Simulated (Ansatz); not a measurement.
# CHSi₂ (quartet): RPA-PBE over vertical spin and charge gaps, cc-pVTZ

How well do these functionals follow the top wave-function level for CHSi₂ (quartet) over vertical spin and charge gaps?

Computed with Ansatz 0.2.0, Gaussian basis. Level: cc-pVTZ, all electrons in the functionals, frozen cores in the correlation of double hybrids and RPA.

Plan: RPA-PBE, at charge 0, quartet; charge 0, doublet; charge 0, sextet; charge 1, triplet; charge 1, quintet.

3 further runs of the same task are left out: 3 set aside as unsound or not needed.

**1. The system**

The geometry is a PBE0/def2-TZVP stationary point (not a proven minimum).

4 atoms, charge 0, spin multiplicity 4.

Atoms are counted from 1 here; the program's logs count them from 0.

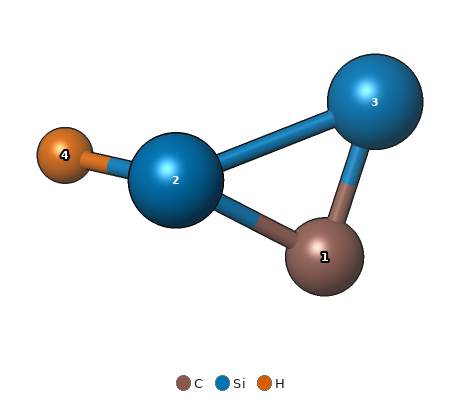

The structure; carbon brown, silicon blue, hydrogen orange; atoms are numbered from 1 in the order of the file.

Coordinates:

```xyz
4
CHSi2
C    -0.0612   -1.1480   -0.2200
Si    0.0993    0.1604    1.1648
Si   -0.0330    0.3143   -1.1428
H    -1.1174    0.4501    2.0084
```

No dispersion term is added.

The geometry shown and the zero of energy belong to the point charge 0, quartet. The yardstick, UCCSD(T), and other wave-function levels (R restricted, U unrestricted, valence and pair active spaces) come from earlier runs.

**2. RPA-PBE, charge 0, quartet**

in.yaml reads:

```yaml
crystal:
  periodic: [false, false, false]
  atoms:
    - {symbol: C, position_ang: [-0.061244, -1.147988, -0.219952]}
    - {symbol: Si, position_ang: [0.099301, 0.160438, 1.164819]}
    - {symbol: Si, position_ang: [-0.033008, 0.314343, -1.142833]}
    - {symbol: H, position_ang: [-1.117401, 0.450106, 2.008353]}
basis:
  gaussian: {orbitals: cc-pVTZ}
magnetization: {spin_polarized: true, initial_magnetization: 3}
hamiltonian: {xc: {name: PBE}}
correlation: {method: rpa, electrons: outside_noble_gas}
```

Run with:

```bash
> ansatz run in.yaml --threads 2 --pin off --events-out ev --progress --plain --max-ram 24576MiB --backend cuda --devices 0, --max-vram 18GiB
```

The log of the run:

```text
Functional definition: PBE
  name "PBE"
  cite "Perdew, Burke & Ernzerhof, Phys. Rev. Lett. 77, 3865 (1996) doi:10.1103/PhysRevLett.77.3865"
  parent pbe
  parameter kappa = 0.804
  parameter beta = 0.06672455060314922
  exchange = pbe_x(kappa = kappa, mu = beta*pi^2/3)
  correlation = pbe_c(beta = beta)
674 factors; integrals over basis functions are off by at most 7.8e-4 eV
mean field evaluation 1: about -16779.3517 eV, gradient 5.1e1 eV
mean field evaluation 2: about -16779.3457 eV, gradient 5.1e1 eV
mean field evaluation 4: about -16789.4331 eV, gradient 2.2e1 eV
mean field evaluation 8: about -16793.7619 eV, gradient 1.3e0 eV
mean field evaluation 16: about -16793.7727 eV, gradient 2.7e-3 eV
mean field evaluation 32: about -16793.5992 eV, gradient 1.4e0 eV
mean field evaluation 64: about -16785.0783 eV, gradient 6.7e0 eV
mean field -16793.77269192 eV, -617.1597631999 hartree, gradient 3.2e-6 eV, S^2 3.759782; 3 other end points of the search recorded, 0 dependent functions left out
11 core orbitals not correlated: weight in the atoms' cores, before any rotation towards them, 1.000 or more for the frozen orbitals, at most 0.000 for the correlated occupied ones
reference -16764.97324675 eV, -616.1014031112 hartree; 8, 5 occupied and 93, 96 virtual orbitals, 674 factors
Total energy: -16781.22241864 eV, -616.6985491638 hartree
```

It took 12 s on 1 × H100 (card shared with other runs) with 2 threads of AMD EPYC 7R13, shared host; peak host memory 0.85 GiB.

From the report: ⟨S²⟩ of the determinant 3.760 (pure quartet: 3.75).

**3. RPA-PBE, charge 0, doublet**

in.yaml: that of step 2 with these lines changed.

```diff
@@ -9,3 +9,3 @@
   gaussian: {orbitals: cc-pVTZ}
-magnetization: {spin_polarized: true, initial_magnetization: 3}
+magnetization: {spin_polarized: true, initial_magnetization: 1}
 hamiltonian: {xc: {name: PBE}}
```

Launched as before.

The log of the run:

```text
Functional definition: PBE
  name "PBE"
  cite "Perdew, Burke & Ernzerhof, Phys. Rev. Lett. 77, 3865 (1996) doi:10.1103/PhysRevLett.77.3865"
  parent pbe
  parameter kappa = 0.804
  parameter beta = 0.06672455060314922
  exchange = pbe_x(kappa = kappa, mu = beta*pi^2/3)
  correlation = pbe_c(beta = beta)
674 factors; integrals over basis functions are off by at most 7.8e-4 eV
mean field evaluation 1: about -16775.8741 eV, gradient 5.8e1 eV
mean field evaluation 2: about -16775.8680 eV, gradient 5.8e1 eV
mean field evaluation 4: about -16785.7308 eV, gradient 3.4e1 eV
mean field evaluation 8: about -16794.5442 eV, gradient 2.1e0 eV
mean field evaluation 16: about -16794.5878 eV, gradient 2.1e-2 eV
mean field evaluation 32: about -16794.5879 eV, gradient 3.3e-5 eV
mean field evaluation 64: about -16794.4358 eV, gradient 1.1e0 eV
mean field evaluation 96: about -16776.5312 eV, gradient 1.4e1 eV
mean field evaluation 128: about -16780.1076 eV, gradient 8.4e0 eV
mean field -16794.58790534 eV, -617.1897217407 hartree, gradient 7.7e-6 eV, S^2 0.766756; 8 other end points of the search recorded, 0 dependent functions left out
11 core orbitals not correlated: weight in the atoms' cores, before any rotation towards them, 1.000 or more for the frozen orbitals, at most 0.000 for the correlated occupied ones
reference -16765.15204658 eV, -616.1079738836 hartree; 7, 6 occupied and 94, 95 virtual orbitals, 674 factors
Total energy: -16782.25246000 eV, -616.7364024859 hartree
```

It took 10 s on 1 × H100 (card shared with other runs) with 2 threads of AMD EPYC 7R13, shared host; peak host memory 0.84 GiB.

From the report: ⟨S²⟩ of the determinant 0.767 (pure doublet: 0.75).

From charge 0, quartet: -23.8 kcal/mol.

**4. RPA-PBE, charge 0, sextet**

in.yaml: that of step 3 with these lines changed.

```diff
@@ -9,3 +9,3 @@
   gaussian: {orbitals: cc-pVTZ}
-magnetization: {spin_polarized: true, initial_magnetization: 1}
+magnetization: {spin_polarized: true, initial_magnetization: 5}
 hamiltonian: {xc: {name: PBE}}
```

Launched as before.

The log of the run:

```text
Functional definition: PBE
  name "PBE"
  cite "Perdew, Burke & Ernzerhof, Phys. Rev. Lett. 77, 3865 (1996) doi:10.1103/PhysRevLett.77.3865"
  parent pbe
  parameter kappa = 0.804
  parameter beta = 0.06672455060314922
  exchange = pbe_x(kappa = kappa, mu = beta*pi^2/3)
  correlation = pbe_c(beta = beta)
674 factors; integrals over basis functions are off by at most 7.8e-4 eV
mean field evaluation 1: about -16783.6723 eV, gradient 3.5e1 eV
mean field evaluation 2: about -16783.6665 eV, gradient 3.5e1 eV
mean field evaluation 4: about -16789.1017 eV, gradient 1.3e1 eV
mean field evaluation 8: about -16790.6770 eV, gradient 6.1e-1 eV
mean field evaluation 16: about -16790.6792 eV, gradient 3.0e-4 eV
mean field evaluation 32: about -16781.6188 eV, gradient 2.8e1 eV
mean field -16790.67923405 eV, -617.0460807203 hartree, gradient 2.6e-6 eV, S^2 8.756377; 2 other end points of the search recorded, 0 dependent functions left out
11 core orbitals not correlated: weight in the atoms' cores, before any rotation towards them, 1.000 or more for the frozen orbitals, at most 0.000 for the correlated occupied ones
reference -16763.34893264 eV, -616.0417106685 hartree; 9, 4 occupied and 92, 97 virtual orbitals, 674 factors
Total energy: -16778.12391039 eV, -616.5846810861 hartree
```

Run time: 14 s. Hardware: 1 × H100 (card shared with other runs) with 2 threads of AMD EPYC 7R13, shared host; peak host memory 0.83 GiB.

From the report: ⟨S²⟩ of the determinant 8.756 (pure sextet: 8.75).

From charge 0, quartet: +71.5 kcal/mol.

**5. RPA-PBE, charge 1, triplet**

in.yaml: that of step 4 with these lines changed.

```diff
@@ -9,3 +9,4 @@
   gaussian: {orbitals: cc-pVTZ}
-magnetization: {spin_polarized: true, initial_magnetization: 5}
+total_charge: 1
+magnetization: {spin_polarized: true, initial_magnetization: 2}
 hamiltonian: {xc: {name: PBE}}
```

The command is unchanged.

The log of the run:

```text
Functional definition: PBE
  name "PBE"
  cite "Perdew, Burke & Ernzerhof, Phys. Rev. Lett. 77, 3865 (1996) doi:10.1103/PhysRevLett.77.3865"
  parent pbe
  parameter kappa = 0.804
  parameter beta = 0.06672455060314922
  exchange = pbe_x(kappa = kappa, mu = beta*pi^2/3)
  correlation = pbe_c(beta = beta)
674 factors; integrals over basis functions are off by at most 7.8e-4 eV
mean field evaluation 1: about -16756.4540 eV, gradient 7.4e1 eV
mean field evaluation 2: about -16756.4473 eV, gradient 7.4e1 eV
mean field evaluation 4: about -16762.8892 eV, gradient 5.9e1 eV
mean field evaluation 8: about -16784.4991 eV, gradient 1.3e1 eV
mean field evaluation 16: about -16786.0025 eV, gradient 1.9e-2 eV
mean field evaluation 32: about -16784.5106 eV, gradient 6.2e0 eV
mean field evaluation 64: about -16757.7745 eV, gradient 2.6e1 eV
mean field evaluation 96: about -16762.7735 eV, gradient 1.1e1 eV
mean field -16786.00250784 eV, -616.8742142021 hartree, gradient 5.0e-6 eV, S^2 2.016129; 5 other end points of the search recorded, 0 dependent functions left out
11 core orbitals not correlated: weight in the atoms' cores, before any rotation towards them, 1.000 or more for the frozen orbitals, at most 0.000 for the correlated occupied ones
reference -16757.56937397 eV, -615.8293158049 hartree; 7, 5 occupied and 94, 96 virtual orbitals, 674 factors
Total energy: -16773.31022871 eV, -616.4077815470 hartree
```

Wall time 23 s (1 × H100 (card shared with other runs) with 2 threads of AMD EPYC 7R13, shared host); peak host memory 0.86 GiB.

From the report: ⟨S²⟩ of the determinant 2.016 (pure triplet: 2.00).

From charge 0, quartet: +182.5 kcal/mol.

**6. RPA-PBE, charge 1, quintet**

in.yaml: that of step 5 with these lines changed.

```diff
@@ -10,3 +10,3 @@
 total_charge: 1
-magnetization: {spin_polarized: true, initial_magnetization: 2}
+magnetization: {spin_polarized: true, initial_magnetization: 4}
 hamiltonian: {xc: {name: PBE}}
```

Same command.

The log of the run:

```text
Functional definition: PBE
  name "PBE"
  cite "Perdew, Burke & Ernzerhof, Phys. Rev. Lett. 77, 3865 (1996) doi:10.1103/PhysRevLett.77.3865"
  parent pbe
  parameter kappa = 0.804
  parameter beta = 0.06672455060314922
  exchange = pbe_x(kappa = kappa, mu = beta*pi^2/3)
  correlation = pbe_c(beta = beta)
674 factors; integrals over basis functions are off by at most 7.8e-4 eV
mean field evaluation 1: about -16766.1215 eV, gradient 5.7e1 eV
mean field evaluation 2: about -16766.1146 eV, gradient 5.7e1 eV
mean field evaluation 4: about -16778.9385 eV, gradient 2.5e1 eV
mean field evaluation 8: about -16784.3161 eV, gradient 8.4e-1 eV
mean field evaluation 16: about -16784.3206 eV, gradient 1.3e-3 eV
mean field evaluation 32: about -16783.3049 eV, gradient 1.9e0 eV
mean field -16784.32064141 eV, -616.8124067508 hartree, gradient 3.8e-6 eV, S^2 6.005697; 2 other end points of the search recorded, 0 dependent functions left out
11 core orbitals not correlated: weight in the atoms' cores, before any rotation towards them, 1.000 or more for the frozen orbitals, at most 0.000 for the correlated occupied ones
reference -16757.20684701 eV, -615.8159931850 hartree; 8, 4 occupied and 93, 97 virtual orbitals, 674 factors
Total energy: -16771.60439262 eV, -616.3450932270 hartree
```

Wall time 8.5 s (1 × H100 (card shared with other runs) with 2 threads of AMD EPYC 7R13, shared host); peak host memory 0.84 GiB.

From the report: ⟨S²⟩ of the determinant 6.006 (pure quintet: 6.00).

From charge 0, quartet: +221.8 kcal/mol.

**7. The comparison**

No level is safe as a reference over these points; UCCSD(T) serves as a yardstick only. It comes from earlier runs at the same points. Energies in kcal/mol, counted from charge 0, quartet; blanks weren't run or aren't comparable.

```csv
level,quartet to doublet,quartet to sextet,ionisation to the triplet cation,ionisation to the quintet cation
UCCSD(T),-22.4,69.3,179.8,215.8
RPA-PBE,-23.8,71.5,182.5,221.8
```

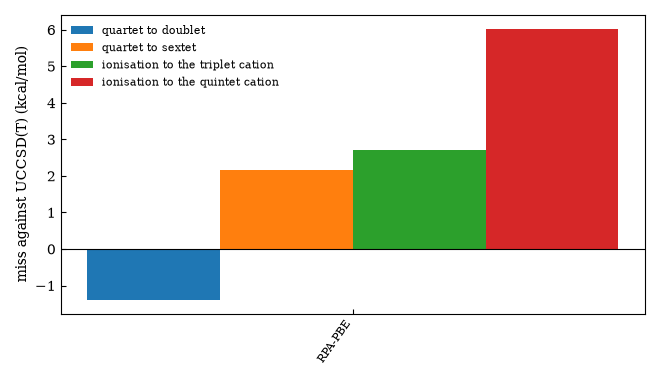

Misses of the gaps against UCCSD(T).

Largest miss and mean time a point (UCCSD(T) took 22 s a point; shared hosts):

```csv
level,largest miss (kcal/mol),where,time a point
RPA-PBE,+6.0,ionisation to the quintet cation,14 s
```

**8. What came out**

```
                                  quantity                                             value
              quartet to doublet, UCCSD(T)                                    -22.4 kcal/mol
               quartet to sextet, UCCSD(T)                                     69.3 kcal/mol
ionisation to the triplet cation, UCCSD(T)                                    179.8 kcal/mol
ionisation to the quintet cation, UCCSD(T)                                    215.8 kcal/mol
                     largest miss, RPA-PBE  +6.0 kcal/mol (ionisation to the quintet cation)
```

RPA-PBE strays by up to 6.0 kcal/mol, at ionisation to the quintet cation. Functionals and the yardstick converge differently with the basis, so part of each miss in cc-pVTZ is the basis. The yardstick itself may be off where one determinant is a poor start.
